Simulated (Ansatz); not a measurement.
Input file:

```
crystal:
  periodic: [false, false, false]
  atoms:
    - {symbol: C, position_ang: [-1.095719, 1.035145, 0.837527]}
    - {symbol: Al, position_ang: [-0.012305, -0.078550, 1.933745]}
    - {symbol: F, position_ang: [0.911041, -1.027624, 2.867834]}
    - {symbol: H, position_ang: [-1.146553, 2.042010, 1.283387]}
    - {symbol: H, position_ang: [-2.108197, 0.604034, 0.772891]}
    - {symbol: H, position_ang: [-0.650490, 1.094778, -0.169135]}
basis:
  gaussian:
    orbitals: def2-TZVPD
total_charge: 1
output: {forces: true, orbitals: {seedname: orbitals}}
hamiltonian:
  xc: pbe0
```

Command:

```sh
ansatz run input.yaml --threads 1 --pin off --max-ram 2610MiB --events-out events.jsonl --progress --plain --runs-dir runs
```

Geometry: PBE0-D3(BJ)/def2-SVP.

All numbers below come from isolated molecule in a Gaussian basis; Kohn-Sham density functional theory, functional PBE0 (Ansatz 0.2.0).

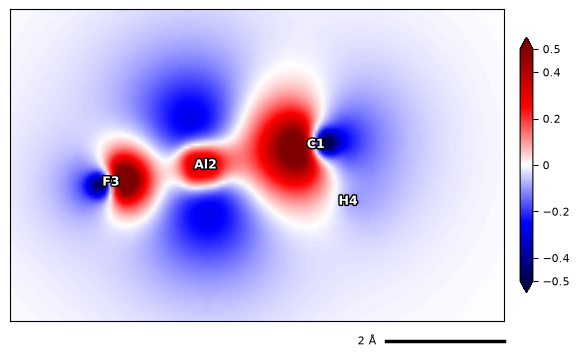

CH₃AlF (SMILES [CH3][Al+][F]) (charge +1). One frontier orbital on the plane of atoms Al2, C1 and H4 (values in Å⁻³ᐟ²; the overall sign is arbitrary).

Q: Which orbital is it: HOMO or LUMO?

A: The LUMO, at −8.07 eV. Its weight (Hirshfeld) is mainly on Al2 (about 65 %), C1 (about 20 %) and F3 (about 10 %).
